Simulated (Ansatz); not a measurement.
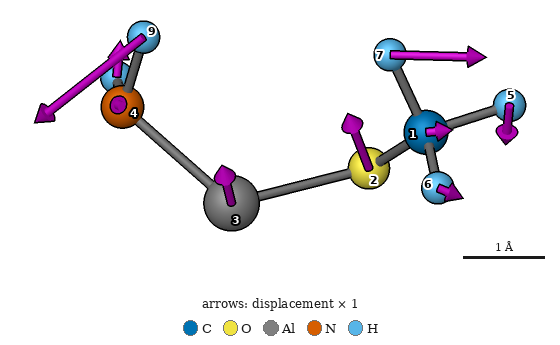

A relaxation of CH$_{5}$AlNO (multiplicity 2) (coarse preliminary run). The starting structure is drawn; purple arrows show the displacements, at their true length. The two geometries are superimposed by the best rigid fit.

A ball-and-stick model, seen at a tilt.

The start comes from a force field.

The calculation used UKS PBE-D4/def2-SVP in Ansatz 0.2.0.

Input file:
```yaml
crystal:
  periodic: [false, false, false]
  atoms:
    - {symbol: C, position_ang: [0.822900, 1.158000, -0.609100]}
    - {symbol: O, position_ang: [0.842400, -0.166800, -0.933700]}
    - {symbol: Al, position_ang: [0.542200, -1.165400, 0.589500]}
    - {symbol: N, position_ang: [-1.121900, -1.667300, 1.101800]}
    - {symbol: H, position_ang: [0.939800, 1.778100, -1.568500]}
    - {symbol: H, position_ang: [1.570900, 1.511000, 0.098100]}
    - {symbol: H, position_ang: [-0.204700, 1.477700, -0.225800]}
    - {symbol: H, position_ang: [-1.557900, -2.191700, 0.293400]}
    - {symbol: H, position_ang: [-1.745300, -0.779800, 1.237200]}
basis:
  gaussian: {orbitals: def2-SVP}
magnetization: {spin_polarized: true, initial_magnetization: 1}
hamiltonian: {xc: pbe, dispersion: d4}
relax: {f_tol: 0.03, max_steps: 200}
```

Launched with:
```bash
ansatz run in.yaml --threads 4 --pin off --events-out ev --progress --plain --max-ram 10444MiB
```

Which element moves most?

Hydrogen: up to 1.91 Å, against 1.06 Å for oxygen.

What happened in the run?

The energy falls by 21.9 kcal/mol in 18 accepted moves (19 points after the start). The largest force component goes from 2.5 to 0.021 eV/Å. The line search rejected the trial step at point 12 of the run. The forces were under the threshold at step 15, but the run went on from there. The largest move after the best rigid fit is that of H9, 1.91 Å. By element the largest moves are H 1.91 Å, O 1.06 Å, Al 0.75 Å, C 0.35 Å, N 0.30 Å. Some distances before and after: O2–Al3 1.846 → 1.727 Å, N4–H9 1.093 → 1.022 Å, C1–O2 1.364 → 1.398 Å, C1–H5 1.148 → 1.115 Å. Bond angles that change, for instance: C1–O2–Al3 109.1° → 138.3°, Al3–N4–H8 107.4° → 124.4°, Al3–N4–H9 109.5° → 124.9°. Groups turn about O2–Al3 by about 90°, C1–O2 by about 55°.
